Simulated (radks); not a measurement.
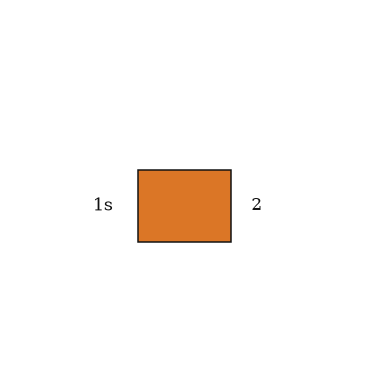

**Figure 1.** The outer shells as the input fills them: a box for each of the 2l + 1 orbitals, shaded by the share of the shell that is filled, with the electron count at the right.

## Li⁺: atomic calculation

System: the lithium ion Li⁺ in the configuration 1s2.
Method: non-relativistic Kohn-Sham, TPSS, spin-polarised, spherical densities, point nucleus (the in-house radial solver radks).

### Input
```
Z 3
configuration [He]
relativity non-relativistic
functional tpss,tpss
spin polarised
nucleus point
history 1
mixing 0.05
max_iterations 53
```

Energies in input and log are in hartree, lengths in bohr.

Launched within a batch (the task file carries these settings):
```bash
python <driver script> task.json out
```

### The program's output
```
1s      1   1.0000          -2.32153024
1s      2   1.0000          -2.32153024
Etot -7.28647366436627
Ekin 7.277700484580277
Encl -16.167516109040353
Eh 3.307563025101685
Exc -1.7042210650078786
err 1.7190224337883933
it 53
```

### Outcome

- outcome: not converged
- total energy: −7.286474 hartree
- kinetic energy: 7.277700 hartree
- electron–nucleus energy: −16.167516 hartree
- Hartree energy: 3.307563 hartree
- exchange–correlation energy: −1.704221 hartree
- SCF iterations: 53
- hardware: 1 thread of Intel Xeon, 149 GiB of memory available, shared host

### Diagnosis

A numerical setting was moved from its usual value: mixing history nhist = 1, mixing factor beta = 0.05. The run did not meet its convergence test in 53 iterations, so its last values are not results.
